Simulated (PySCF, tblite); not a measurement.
# C₃H₇BO₂: dynamics, then NMR shifts on frames, part 2 of 2

tblite 0.8.0 and PySCF 2.14.0. Atoms count from 0.

### Step 5. Shielding tensors: 625 fs, PBE0/pcSseg-1

The job: settings as JSON, then the geometry in Å.

```
{"job": {"kind": "nmr", "xc": "PBE0", "basis": "pcSseg-1", "pop": false}, "charge": 0, "multiplicity": 1}
C      1.622800    -0.792700     0.861600
B      0.110800    -0.462600     0.545200
O     -0.869300    -1.298100     0.211300
C     -2.080400    -0.675000     0.099000
C     -1.737500     0.827800     0.190000
O     -0.385600     0.869800     0.430400
H      2.171700     0.123600     1.107300
H      1.798400    -1.481400     1.734400
H      2.052600    -1.343000     0.059100
H     -2.754000    -0.992400     0.886600
H     -2.459300    -0.925700    -0.904300
H     -2.066100     1.419500    -0.744200
H     -2.308200     1.344000     0.999200
```

Method: GIAO PBE0/pcSseg-1 NMR shielding, non-relativistic, gas phase.

Output:

```text
coarse grid: 10856 points
cycle   1  E = -293.3786150468  dE =  9.197e-01  |g| = 7.779e-01  |ddm| = 3.057e+00
cycle   2  E = -293.2823058999  dE =  9.631e-02  |g| = 1.081e+00  |ddm| = 1.212e+00
cycle   3  E = -293.4886004488  dE = -2.063e-01  |g| = 8.131e-02  |ddm| = 7.562e-01
cycle   4  E = -293.4897089336  dE = -1.108e-03  |g| = 3.483e-02  |ddm| = 6.618e-02
cycle   5  E = -293.4899519149  dE = -2.430e-04  |g| = 1.065e-02  |ddm| = 2.580e-02
cycle   6  E = -293.4899688692  dE = -1.695e-05  |g| = 4.008e-03  |ddm| = 8.063e-03
cycle   7  E = -293.4899719216  dE = -3.052e-06  |g| = 2.254e-04  |ddm| = 2.470e-03
final grid: 104856 points
cycle   8  E = -293.5448634698  dE = -3.053e-05  |g| = 1.117e-02  |ddm| = 2.078e-02
cycle   9  E = -293.5448434347  dE =  2.004e-05  |g| = 1.554e-02  |ddm| = 1.393e-02
cycle  10  E = -293.5448866014  dE = -4.317e-05  |g| = 9.387e-04  |ddm| = 8.259e-03
cycle  11  E = -293.5448867920  dE = -1.906e-07  |g| = 1.243e-04  |ddm| = 7.904e-04
cycle  12  E = -293.5448867954  dE = -3.430e-09  |g| = 2.955e-05  |ddm| = 1.091e-04
cycle  13  E = -293.5448867956  dE = -1.912e-10  |g| = 1.217e-05  |ddm| = 3.449e-05
converged SCF energy = -293.5448867956

GIAO shielding tensors (ppm)
atom      isotropic    diamagn.    paramagn.     s11        s22        s33       span
  0 C      191.860     252.991     -61.131    181.800    192.951    200.827     19.027
  1 B       65.746     197.139    -131.393     40.788     72.980     83.471     42.683
  2 O      215.782     394.294    -178.512     68.576    279.476    299.294    230.718
  3 C      118.584     247.871    -129.287     80.055    111.456    164.241     84.186
  4 C      118.357     243.057    -124.701     91.651    101.914    161.504     69.853
  5 O      202.338     395.636    -193.298     60.692    255.006    291.317    230.625
  6 H       30.851      30.758       0.093     25.935     29.306     37.313     11.377
  7 H       30.530      28.162       2.367     26.576     27.551     37.463     10.887
  8 H       31.811      31.457       0.354     27.508     29.133     38.792     11.284
  9 H       27.431      28.623      -1.192     23.367     25.962     32.963      9.596
 10 H       26.851      28.885      -2.035     22.702     25.351     32.500      9.798
 11 H       26.436      27.743      -1.307     22.908     24.403     31.997      9.089
 12 H       27.040      27.871      -0.831     23.603     25.056     32.460      8.858
```

Wall time 6.3 s (1 thread of AMD EPYC 9R45, shared host); peak memory 0.67 GiB.

This run: δ C4 68.6, C3 68.3, C0 -4.9, B1 34.3, H11 5.28, H10 4.87 ppm.

### Step 6. NMR shieldings: 800 fs, PBE0/pcSseg-1

The job: settings as JSON, then the geometry in Å.

```
{"job": {"kind": "nmr", "xc": "PBE0", "basis": "pcSseg-1", "pop": false}, "charge": 0, "multiplicity": 1}
C      1.541700    -0.757200     0.605900
B      0.062800    -0.311100     0.413900
O     -1.041000    -1.080800     0.710600
C     -2.198300    -0.447400     0.115300
C     -1.717800     0.956800    -0.164900
O     -0.328400     0.860100    -0.278500
H      2.270400     0.035200     0.405400
H      1.720300    -1.133300     1.612600
H      1.793800    -1.613800    -0.032600
H     -3.005500    -0.588400     0.799300
H     -2.541100    -1.011100    -0.815600
H     -2.153800     1.373100    -1.096600
H     -1.959900     1.680900     0.601300
```

Method: GIAO PBE0/pcSseg-1 NMR shielding, non-relativistic, gas phase.

Output:

```text
coarse grid: 10856 points
cycle   1  E = -293.3845015269  dE =  8.134e-01  |g| = 7.810e-01  |ddm| = 3.057e+00
cycle   2  E = -293.2699060402  dE =  1.146e-01  |g| = 1.127e+00  |ddm| = 1.248e+00
cycle   3  E = -293.4974598545  dE = -2.276e-01  |g| = 8.480e-02  |ddm| = 7.833e-01
cycle   4  E = -293.4987860740  dE = -1.326e-03  |g| = 3.100e-02  |ddm| = 6.770e-02
cycle   5  E = -293.4990123174  dE = -2.262e-04  |g| = 5.222e-03  |ddm| = 2.277e-02
cycle   6  E = -293.4990167880  dE = -4.471e-06  |g| = 2.389e-03  |ddm| = 4.305e-03
final grid: 104856 points
cycle   7  E = -293.5527618776  dE = -2.122e-05  |g| = 1.210e-02  |ddm| = 2.026e-02
cycle   8  E = -293.5527285414  dE =  3.334e-05  |g| = 1.835e-02  |ddm| = 1.621e-02
cycle   9  E = -293.5527890119  dE = -6.047e-05  |g| = 1.399e-03  |ddm| = 9.958e-03
cycle  10  E = -293.5527894090  dE = -3.970e-07  |g| = 2.453e-04  |ddm| = 9.814e-04
cycle  11  E = -293.5527894160  dE = -7.083e-09  |g| = 1.461e-04  |ddm| = 2.339e-04
cycle  12  E = -293.5527894199  dE = -3.903e-09  |g| = 1.365e-05  |ddm| = 9.751e-05
cycle  13  E = -293.5527894200  dE = -3.752e-11  |g| = 2.831e-06  |ddm| = 1.342e-05
converged SCF energy = -293.5527894200

GIAO shielding tensors (ppm)
atom      isotropic    diamagn.    paramagn.     s11        s22        s33       span
  0 C      192.299     253.019     -60.719    183.064    194.080    199.755     16.690
  1 B       64.015     196.189    -132.173     36.998     77.123     77.925     40.927
  2 O      188.687     394.860    -206.173     54.873    246.664    264.524    209.651
  3 C      113.203     245.992    -132.789     76.927     98.761    163.921     86.995
  4 C      122.325     243.245    -120.920     91.120    109.912    165.943     74.824
  5 O      195.951     394.599    -198.648     58.007    247.278    282.568    224.561
  6 H       31.005      30.861       0.144     26.285     29.075     37.655     11.370
  7 H       31.293      29.626       1.667     26.952     28.804     38.124     11.173
  8 H       31.022      30.205       0.817     26.867     28.225     37.975     11.108
  9 H       27.509      28.610      -1.101     24.332     25.963     32.231      7.899
 10 H       26.606      28.183      -1.577     22.517     24.927     32.375      9.858
 11 H       27.259      27.838      -0.579     23.969     25.324     32.484      8.515
 12 H       27.810      28.843      -1.032     23.340     26.005     34.086     10.746
```

It took 6.6 s on 1 thread of AMD EPYC 9R45, shared host; peak memory 0.67 GiB.

This run: δ C3 73.7, C4 64.6, C0 -5.4, B1 36.1, H10 5.11, H11 4.46 ppm.

### Step 7. Shielding tensors: 1000 fs, PBE0/pcSseg-1

The job: settings as JSON, then the geometry in Å.

```
{"job": {"kind": "nmr", "xc": "PBE0", "basis": "pcSseg-1", "pop": false}, "charge": 0, "multiplicity": 1}
C      1.465400    -0.635400     0.634100
B     -0.052500    -0.438300     0.417600
O     -0.976200    -1.264100     0.983100
C     -2.275400    -0.910300     0.472600
C     -2.069100     0.457400    -0.218300
O     -0.653000     0.531900    -0.361000
H      1.973400     0.037600     1.338200
H      1.757000    -1.632200     0.860300
H      1.936500    -0.517600    -0.339100
H     -2.996200    -0.906300     1.319400
H     -2.643800    -1.606700    -0.277100
H     -2.650100     0.617800    -1.145500
H     -2.354300     1.238000     0.461600
```

Method: GIAO PBE0/pcSseg-1 NMR shielding, non-relativistic, gas phase.

Output:

```text
coarse grid: 10856 points
cycle   1  E = -293.3812856252  dE =  8.395e-01  |g| = 7.848e-01  |ddm| = 3.063e+00
cycle   2  E = -293.2701529490  dE =  1.111e-01  |g| = 1.119e+00  |ddm| = 1.260e+00
cycle   3  E = -293.4956368480  dE = -2.255e-01  |g| = 8.552e-02  |ddm| = 7.914e-01
cycle   4  E = -293.4969825240  dE = -1.346e-03  |g| = 3.112e-02  |ddm| = 6.776e-02
cycle   5  E = -293.4972060135  dE = -2.235e-04  |g| = 5.857e-03  |ddm| = 2.295e-02
cycle   6  E = -293.4972109187  dE = -4.905e-06  |g| = 3.136e-03  |ddm| = 4.880e-03
final grid: 104856 points
cycle   7  E = -293.5513112390  dE = -2.188e-05  |g| = 1.253e-02  |ddm| = 2.131e-02
cycle   8  E = -293.5512757553  dE =  3.548e-05  |g| = 1.901e-02  |ddm| = 1.657e-02
cycle   9  E = -293.5513399452  dE = -6.419e-05  |g| = 1.398e-03  |ddm| = 1.037e-02
cycle  10  E = -293.5513403487  dE = -4.035e-07  |g| = 2.626e-04  |ddm| = 1.033e-03
cycle  11  E = -293.5513403580  dE = -9.333e-09  |g| = 1.314e-04  |ddm| = 2.322e-04
cycle  12  E = -293.5513403612  dE = -3.129e-09  |g| = 1.514e-05  |ddm| = 8.574e-05
cycle  13  E = -293.5513403612  dE = -4.661e-11  |g| = 3.204e-06  |ddm| = 1.341e-05
converged SCF energy = -293.5513403612

GIAO shielding tensors (ppm)
atom      isotropic    diamagn.    paramagn.     s11        s22        s33       span
  0 C      196.675     253.685     -57.010    188.181    198.636    203.207     15.026
  1 B       67.148     195.619    -128.471     43.839     77.879     79.725     35.887
  2 O      191.946     394.064    -202.118     64.566    241.976    269.298    204.732
  3 C      115.042     245.677    -130.635     75.395    103.893    165.838     90.442
  4 C      117.577     244.185    -126.609     82.808    105.115    164.806     81.999
  5 O      202.249     394.796    -192.548     75.643    246.465    284.639    208.996
  6 H       31.169      30.044       1.125     26.906     27.811     38.791     11.885
  7 H       32.047      30.976       1.071     27.362     29.826     38.953     11.590
  8 H       31.670      32.028      -0.358     26.916     29.617     38.477     11.561
  9 H       26.984      27.168      -0.184     23.478     25.202     32.272      8.795
 10 H       27.492      28.810      -1.318     23.122     26.293     33.061      9.940
 11 H       27.253      28.115      -0.862     24.104     25.410     32.245      8.141
 12 H       27.758      29.616      -1.859     23.573     26.029     33.671     10.097
```

Run time: 6.5 s. Hardware: 1 thread of AMD EPYC 9R45, shared host; peak memory 0.66 GiB.

In short: δ C3 71.9, C4 69.3, C0 -9.7, B1 32.9, H9 4.73, H11 4.46 ppm.

### Step 8. Run by run: NMR shifts

Shifts (ppm) of some atoms, chosen among heavy atoms and hydrogens apart, with basis size and wall time:

| frame | C4 | C3 | C0 | H11 | H10 | O5 | O2 | functions | time |
| --- | --- | --- | --- | --- | --- | --- | --- | --- | --- |
| 250 fs | 70.2 | 64.2 | -6.4 | 4.53 | 3.61 | 130.6 | 128.5 | 137 | 6.5 s |
| 425 fs | 63.2 | 71.5 | -9.6 | 3.33 | 3.53 | 131.4 | 134.3 | 137 | 6.1 s |
| 625 fs | 68.6 | 68.3 | -4.9 | 5.28 | 4.87 | 133.7 | 120.3 | 137 | 6.3 s |
| 800 fs | 64.6 | 73.7 | -5.4 | 4.46 | 5.11 | 140.1 | 147.4 | 137 | 6.6 s |
| 1000 fs | 69.3 | 71.9 | -9.7 | 4.46 | 4.22 | 133.8 | 144.1 | 137 | 6.5 s |

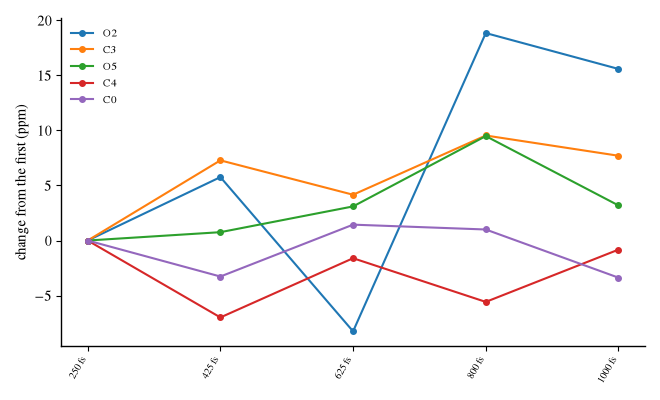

How five of the tabulated atoms move from run to run.

### Step 9. Summary of results

What follows sums up all 2 parts.

```
                                           quantity                                          value
                                         thermostat                                          200 K
                      mean temperature, second half                                          209 K
            mean potential energy above the minimum                                        0.29 eV
     ¹³C shifts against TMS (PBE0/pcSseg-1, 250 fs)                           70.2, 64.2, -6.4 ppm
      ¹H shifts against TMS (PBE0/pcSseg-1, 250 fs)  4.59, 4.53, 4.26, 3.61, 0.55, 0.43, -0.09 ppm
¹¹B shifts against BF3·OEt2 (PBE0/pcSseg-1, 250 fs)                                       33.7 ppm
     ¹⁷O shifts against H2O (PBE0/pcSseg-1, 250 fs)                               130.6, 128.5 ppm
                           range of the shift of O2                             120.3 to 147.4 ppm
```

**Reading.** In the second half the potential energy averages 0.29 eV above the minimum; equipartition over 33 harmonic modes at 200 K would give 0.28 eV. With 13 atoms the temperature swings widely (76 to 297 K). Shifts at one fixed geometry are not the observed spectrum, which averages over the motion. In ppm, O2 moves most: its shift spreads over 27.1 ppm, from 120.3 (625 fs) to 147.4 (800 fs).
